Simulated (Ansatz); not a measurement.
# COF2 (carbonyl fluoride): CCSD/STO-3G

Aim: the electronic atomisation energy of COF2 (carbonyl fluoride) at CCSD/STO-3G, from 4 runs. 

The results are computed with Ansatz 0.2.0.

55 further runs of the same task are left out: 6 that didn't finish, 49 set aside as unsound or not needed.

### Step 1. The molecule

COF2 has 4 atoms, charge 0, and is taken as a singlet. As SMILES, `O=C(F)F`. The coordinates come from a GFN2-xTB relaxation.

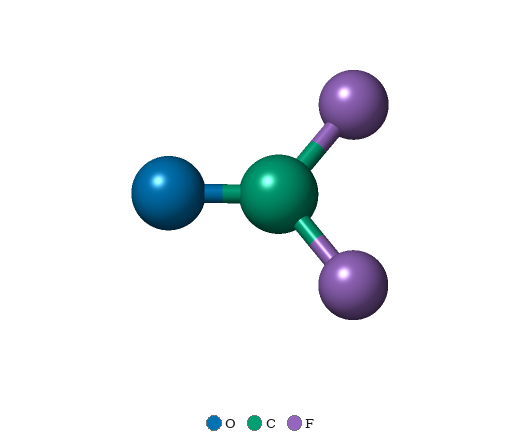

Viewed from a chosen angle; oxygen blue, carbon teal, fluorine purple.

### Step 2. A single-point energy at CCSD/STO-3G

Contents of run.yaml:

```yaml
crystal:
  periodic: [false, false, false]
  atoms:
    - symbol: O
      position_ang: [-1.243810, -0.157330, 0.153910]
    - symbol: C
      position_ang: [-0.102510, -0.013170, 0.012900]
    - symbol: F
      position_ang: [0.851050, -0.823360, 0.422470]
    - symbol: F
      position_ang: [0.495270, 0.993860, -0.589280]
basis:
  gaussian:
    orbitals: STO-3G
correlation:
  method: ccsd
  frozen_orbitals: {C: 1, F: 1, O: 1}
accuracy: high
scf:
  omitted_lower_state_checks: [cluster_reference, increment]
```

Launch:

```console
$ ansatz run run.yaml --threads 1 --pin off --max-ram 2610MiB --events-out events.jsonl --progress --plain --runs-dir runs
```

What it wrote:

```text
Warning: RAYON_NUM_THREADS=1 ignored (pool sized by the plan → 1); use --threads N
[... 11 lines left out ...]
4 core orbitals not correlated: weight in the atoms' cores, before any rotation towards them, 1.000 or more for the frozen orbitals, at most 0.000 for the correlated occupied ones
[... 22 lines left out ...]
Total energy: -8366.48903059 eV, -307.4628008644 hartree
Checks for a lower state left out: cluster_reference, increment
```

Wall time 0.2 s (1 thread of Intel Xeon Platinum 8375C at 2.90GHz (Ice Lake), shared host).

### Step 3. The C atom, same level

Contents of in.yaml:

```yaml
crystal:
  periodic: [false, false, false]
  atoms:
    - symbol: C
      position_ang: [0.000000, 0.000000, 0.000000]
basis:
  gaussian:
    orbitals: STO-3G
magnetization:
  spin_polarized: true
  initial_magnetization: 2
correlation:
  method: ccsd
  frozen_orbitals: {C: 1}
accuracy: high
scf:
  omitted_lower_state_checks: [cluster_reference, increment]
```

Run the same way, it converges to -37.21862 Eh (log not shown).

### Step 4. The F atom, same level

Contents of in.yaml:

```yaml
crystal:
  periodic: [false, false, false]
  atoms:
    - {symbol: F, position_ang: [0.000000, 0.000000, 0.000000]}
basis:
  gaussian:
    orbitals: STO-3G
correlation:
  method: ccsd
  frozen_orbitals: {F: 1}
accuracy: high
magnetization:
  spin_polarized: true
  initial_magnetization: 1
scf:
  omitted_lower_state_checks: [cluster_reference, increment]
total_charge: 0
```

Run the same way, it converges to -97.98651 Eh (log not shown).

### Step 5. The O atom, same level

Contents of molecule.yaml:

```yaml
basis:
  gaussian:
    orbitals: STO-3G
crystal:
  periodic: [false, false, false]
  atoms:
    - {symbol: O, position_ang: [0.000000, 0.000000, 0.000000]}
magnetization:
  spin_polarized: true
  initial_magnetization: 2
correlation:
  method: ccsd
  frozen_orbitals: {O: 1}
accuracy: high
scf:
  omitted_lower_state_checks: [cluster_reference, increment]
```

Run the same way, it converges to -73.80415 Eh (log not shown).

### Step 6. Outcome

At CCSD/STO-3G, 4 core orbitals frozen:

| quantity | value |
| --- | --- |
| molecule: total energy | -307.46280 Eh |
| molecule: correlation energy (4 core orbitals frozen) | -163.7 mEh |
| molecule: T1 diagnostic | 0.012 |
| C atom: total energy | -37.21862 Eh |
| C atom: correlation energy (1 core orbital frozen) | -20.2 mEh |
| C atom: ⟨S²⟩ of the reference determinant | 2.000 |
| C atom: T1 diagnostic | 0.000 |
| F atom: total energy | -97.98651 Eh |
| F atom: correlation energy (1 core orbital frozen) | 0.0 mEh |
| F atom: ⟨S²⟩ of the reference determinant | 0.750 |
| F atom: T1 diagnostic | 0.000 |
| O atom: total energy | -73.80415 Eh |
| O atom: correlation energy (1 core orbital frozen) | 0.0 mEh |
| O atom: ⟨S²⟩ of the reference determinant | 2.000 |
| O atom: T1 diagnostic | 0.000 |
| electronic atomisation energy | 12.708 eV |

Taking the molecule apart into free atoms costs 12.71 eV (1226 kJ/mol), before zero-point energy and without spin-orbit coupling. In a minimal basis such a difference can be off by several eV, whatever the method.
